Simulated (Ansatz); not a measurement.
# CH7AsGe: rigid scan of one bond length, by script

How does the energy of CH7AsGe change as one bond is stretched? A script is to give a rigid scan of one bond length; the system is CH7AsGe.

Program: Ansatz 0.2.0 through its Python package. Level of theory: PBE0+D4/def2-SVP. These are calculated values, not measurements.

## (1) The structure

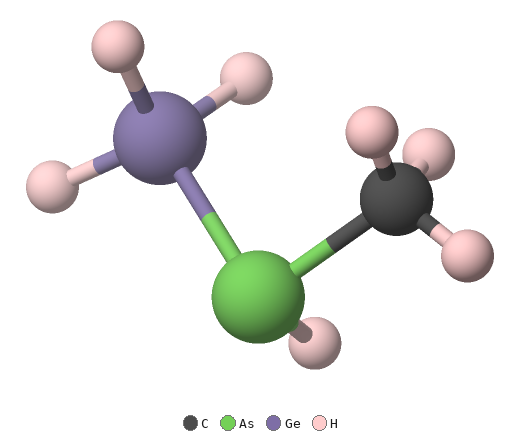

The starting structure, viewed from a chosen angle; carbon dark grey, arsenic green, germanium purple, hydrogen pink.

No structure file is read: the coordinates are typed or built in the script.

## (2) Script

scan_ch7asge.py

```python
import ansatz as az
import numpy as np

BASIS = "def2-SVP"
FUNCTIONAL = "PBE0"
VDW = "d4"

molecule = (
    az.Crystal.molecule()
    .atom("C", [-1.5086, 0.3116, -0.3847])
    .atom("As", [-0.2531, -1.1688, -0.7217])
    .atom("Ge", [1.6002, 0.0403, 0.2081])
    .atom("H", [-1.4276, 0.647, 0.67])
    .atom("H", [-2.5442, -0.0359, -0.5776])
    .atom("H", [-1.2735, 1.1581, -1.0622])
    .atom("H", [-0.5861, -1.854, 0.644])
    .atom("H", [2.7967, -0.9242, 0.4099])
    .atom("H", [2.0077, 1.18, -0.7601])
    .atom("H", [1.1886, 0.6459, 1.5743])
)

symbols = [site.symbol for site in molecule.cartesian_sites]
start = np.array([site.position_ang for site in molecule.cartesian_sites])
axis = (start[4] - start[0]) / np.linalg.norm(start[4] - start[0])
moving = [4]
lengths, energies = [0.976, 1.021, 1.065, 1.109, 1.154, 1.198, 1.242, 1.309], []
for length in lengths:
    xyz = start.copy()
    xyz[moving] += (length - np.linalg.norm(start[4] - start[0])) * axis
    point = az.Crystal.molecule()
    for symbol, place in zip(symbols, xyz):
        point = point.atom(symbol, place.tolist())
    base = (
        point.calculation()
        .basis(gaussian=BASIS)
        .functional(FUNCTIONAL, dispersion=VDW)
        .scf(lower_state_search="light")
    )
    report = base.run().report
    energies.append(report["free_energy_ev"])
    print(f"r = {length:6.3f} A  E = {energies[-1]:.5f} eV  <S^2> = {abs(report['mean_field']['state']['spin_squared']):.3f}")

fit = np.polynomial.Polynomial.fit(lengths, np.array(energies) - min(energies), 4).convert()
roots = [r.real for r in fit.deriv().roots() if abs(r.imag) < 1e-9 and fit.deriv(2)(r.real) > 0]
r_e = min(roots, key=lambda r: abs(r - lengths[int(np.argmin(energies))]))
print(f"minimum of the fit at {r_e:.4f} A, force constant {fit.deriv(2)(r_e):.2f} eV/A^2")
```

## (3) The input behind the calls

The engine receives this input (first run):

```yaml
crystal:
  periodic: [false, false, false]
  atoms:
    - { symbol: C, position_ang: [-1.5086, 0.3116, -0.3847] }
    - { symbol: As, position_ang: [-0.2531, -1.1688, -0.7217] }
    - { symbol: Ge, position_ang: [1.6002, 0.0403, 0.2081] }
    - { symbol: H, position_ang: [-1.4276, 0.647, 0.67] }
    - { symbol: H, position_ang: [-2.4197978666185334, 0.005843666811567873, -0.554427760207334] }
    - { symbol: H, position_ang: [-1.2735, 1.1581, -1.0622] }
    - { symbol: H, position_ang: [-0.5861, -1.854, 0.644] }
    - { symbol: H, position_ang: [2.7967, -0.9242, 0.4099] }
    - { symbol: H, position_ang: [2.0077, 1.18, -0.7601] }
    - { symbol: H, position_ang: [1.1886, 0.6459, 1.5743] }
basis:
  gaussian:
    orbitals: def2-SVP
hamiltonian:
  xc: pbe0
  dispersion: d4
scf:
  lower_state_search: light
```

## (4) The run

On the command line:

```console
python scan_ch7asge.py
```

Standard output:

```text
r =  0.976 A  E = -118479.25439 eV  <S^2> = 0.000
r =  1.021 A  E = -118479.46275 eV  <S^2> = 0.000
r =  1.065 A  E = -118479.56239 eV  <S^2> = 0.000
r =  1.109 A  E = -118479.58169 eV  <S^2> = 0.000
r =  1.154 A  E = -118479.53695 eV  <S^2> = 0.000
r =  1.198 A  E = -118479.44470 eV  <S^2> = 0.000
r =  1.242 A  E = -118479.31597 eV  <S^2> = 0.000
r =  1.309 A  E = -118479.07029 eV  <S^2> = 0.000
minimum of the fit at 1.0989 A, force constant 34.30 eV/A^2
```

It took 27 s on 1 thread of Intel Xeon Platinum 8488C (Sapphire Rapids), shared host; peak memory 0.34 GiB.

## (5) What changed from run to run

The engine's inputs for some of the other runs:

Run 3, against run 1:

```diff
@@ -8 +8 @@
-    - { symbol: H, position_ang: [-2.4197978666185334, 0.005843666811567873, -0.554427760207334] }
+    - { symbol: H, position_ang: [-2.502888655685182, -0.022037802095983813, -0.5699049842426339] }
```

Run 5, against run 1:

```diff
@@ -8 +8 @@
-    - { symbol: H, position_ang: [-2.4197978666185334, 0.005843666811567873, -0.554427760207334] }
+    - { symbol: H, position_ang: [-2.5859794447518314, -0.049919271003535506, -0.5853822082779339] }
```

Run 8, against run 1:

```diff
@@ -8 +8 @@
-    - { symbol: H, position_ang: [-2.4197978666185334, 0.005843666811567873, -0.554427760207334] }
+    - { symbol: H, position_ang: [-2.7306881223398154, -0.09847688539309184, -0.6123369242944674] }
```

Lines on the test bed's own set-up are left out of the output.

## (6) The engine's runs

From the records of these 8 runs:

```
run  distance (Å)  energy from run 4 (eV)  SCF cycles  CPU time (s)
  1          0.98                  0.3273          16           3.5
  2          1.02                  0.1189          16           3.4
  3          1.06                  0.0193          16           3.3
  4          1.11                  0.0000          16           3.3
  5          1.15                  0.0447          16           3.3
  6          1.20                  0.1370          16           3.3
  7          1.24                  0.2657          16           3.3
  8          1.31                  0.5114          16           3.3
```

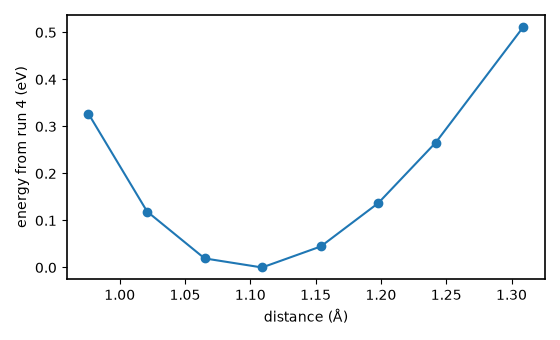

Energy against distance; lines join the points.

## (7) What came out

| quantity | value |
| --- | --- |
| bond length at the fit's minimum | 1.0989 Å |
| runs compared | 8 |
| range of energy | 0.511 eV |
| lowest point, distance (Å) | 1.11 |

The lowest point, at 1.11, lies inside the range. The ends stand 0.327 and 0.511 eV above it. The distance scanned is the script's pair 0, 4. What to keep in mind:
- The rest of the molecule is held rigid at a force-field or estimated start geometry, and the basis set is modest; single-reference methods fail as a bond breaks.
- The orbitals are restricted, so S² is zero by construction.
